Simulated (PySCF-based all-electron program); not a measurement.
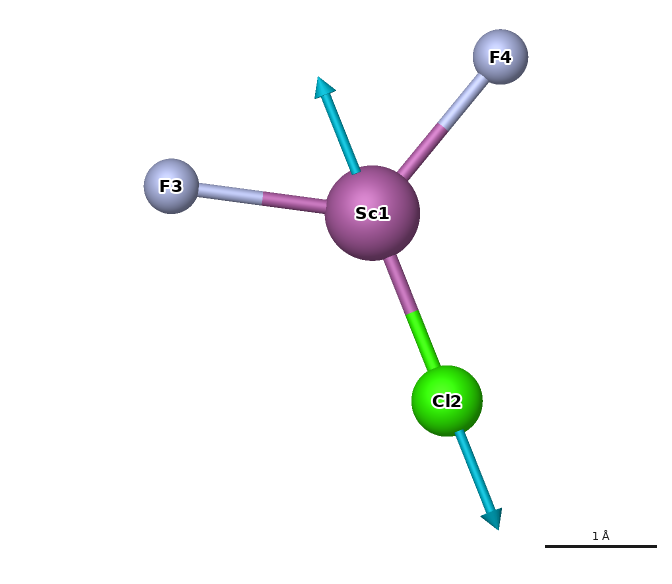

Arrows show the forces on the atoms, 0.06 Å of arrow for 1 eV/Å; forces under a tenth of the largest aren't drawn. The species is neutral and a spin singlet. Level of theory: PBE, all-electron, scalar-relativistic (Koelling-Harmon), large uncontracted Gaussian sets (PySCF-based all-electron program).

Which bond do the forces act along most?

Sc1–Cl2, now 1.832 Å: the forces push its atoms apart, so a first step downhill lengthens it.

List the force components in the frame of the picture (x right, y up, z towards the viewer), in eV/Å.

```json
{"atom": "Sc1", "Fx": "−5.83", "Fy": "14.67", "Fz": "−0.57"}
{"atom": "Cl2", "Fx": "5.99", "Fy": "−15.08", "Fz": "0.58"}
{"atom": "F3", "Fx": "−0.76", "Fy": "−0.07", "Fz": "0.07"}
{"atom": "F4", "Fx": "0.60", "Fy": "0.47", "Fz": "−0.08"}
```
